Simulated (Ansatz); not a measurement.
**SiH₃Cl + NH₃: a complex and its separated parts**

The complex below is one end of an elementary step. How strongly is it bound against its free parts?

The runs use Ansatz 0.2.0, Gaussian basis; PBE0-D4/def2-TZVP structures, single points in def2-TZVPP, no counterpoise correction.

Levels: SPW92, PBE-D4, BLYP-D4, r2SCAN-D4, B97M-V, PBE0-D4, B3LYP-D4, r2SCAN0-D4, BHLYP-D4, CAM-B3LYP-D4, wB97X-V, wB97M-V, B2PLYP, PBE-QIDH, RPA on PBE, Hartree-Fock, MP2, CCSD, CCSD(T).

Cores are frozen in the correlated methods. B3LYP uses VWN-RPA correlation. B2PLYP carries no dispersion term here.

95 further runs of the same task are left out: 1 that didn't finish, 94 set aside as unsound or not needed.

**1. Starting geometry**

The complex: 9 atoms, charge 0, spin multiplicity 1.

Atoms are counted from 1 here; the program's logs count them from 0.

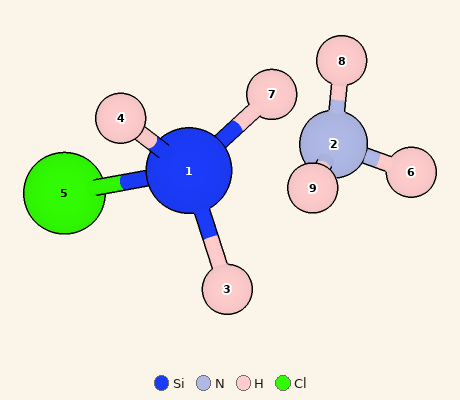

The starting geometry (silicon blue, nitrogen light blue, hydrogen pink, chlorine green); atoms are numbered from 1 in the order of the file.

Geometry (Å):

```xyz
9
ClH6NSi
Si   -0.1514    0.9708   -0.4431
N     0.1933   -1.2389    0.5655
H    -1.2314    0.1823   -1.0732
H    -0.3206    1.2685    0.9948
Cl   -0.4482    2.8714   -1.3107
H     0.3837   -1.9390   -0.1420
H     1.2239    0.6530   -0.8819
H     0.9765   -1.2302    1.2086
H    -0.6258   -1.5378    1.0819
```

Its parts: SiH₃Cl holds atoms 1, 3, 4, 5, 7; NH₃ holds atoms 2, 6, 8, 9. Each part counts its atoms afresh in its own runs.

**2. Relaxing SiH₃Cl alone**

relax-a/in.yaml

```yaml
crystal:
  periodic: [false, false, false]
  atoms:
    - {symbol: Si, position_ang: [-0.151449, 0.970795, -0.443117]}
    - {symbol: H, position_ang: [-1.231410, 0.182329, -1.073205]}
    - {symbol: H, position_ang: [-0.320558, 1.268547, 0.994849]}
    - {symbol: Cl, position_ang: [-0.448219, 2.871405, -1.310731]}
    - {symbol: H, position_ang: [1.223855, 0.652962, -0.881898]}
basis:
  gaussian: {orbitals: def2-TZVP}
hamiltonian: {xc: pbe0, dispersion: d4}
relax: {f_tol: 0.005, max_steps: 200}
```

Run with:

```sh
ansatz run in.yaml --threads 2 --pin off --events-out ev --progress --plain --max-ram 4352MiB
```

After this run come: Relaxing NH₃ alone; SPW92/def2-TZVPP; PBE-D4/def2-TZVPP; BLYP-D4/def2-TZVPP; r2SCAN-D4/def2-TZVPP; B97M-V/def2-TZVPP; PBE0-D4/def2-TZVPP; B3LYP-D4/def2-TZVPP; r2SCAN0-D4/def2-TZVPP; BHLYP-D4/def2-TZVPP; CAM-B3LYP-D4/def2-TZVPP; wB97X-V/def2-TZVPP; wB97M-V/def2-TZVPP; B2PLYP/def2-TZVPP; PBE-QIDH/def2-TZVPP; RPA on PBE/def2-TZVPP; CCSD(T)/def2-TZVPP; Vibrations of SiH₃Cl; Vibrations of NH₃.

Before running it: what results should come out? Wanted: complex less parts, CCSD(T)/def2-TZVPP; with zero-point energy; largest T1 diagnostic.

**Answer**, as computed:

| quantity | value |
| --- | --- |
| complex less parts, CCSD(T)/def2-TZVPP | -24.6 kJ/mol |
| with zero-point energy | -14.3 kJ/mol |
| largest T1 diagnostic | 0.009 |

**Reading.** At CCSD(T) the complex lies 24.6 kJ/mol below its parts. The functionals run from BLYP-D4, off by -0.5 kJ/mol, to SPW92, off by -26.4 kJ/mol, against CCSD(T). Mean unsigned error by rung: LDA 26.4, GGA 4.5, meta-GGA 2.9, hybrid 3.4, range-separated hybrid 3.3, double hybrid 3.8 kJ/mol. PBE-D4 gives a relative energy 8.6 kJ/mol too low, outside chemical accuracy (1 kcal/mol, 4.2 kJ/mol). No counterpoise was applied, and triple zeta lacks some correlation, so the CCSD(T) reference has a basis error of its own, and close matches with it are partly luck.
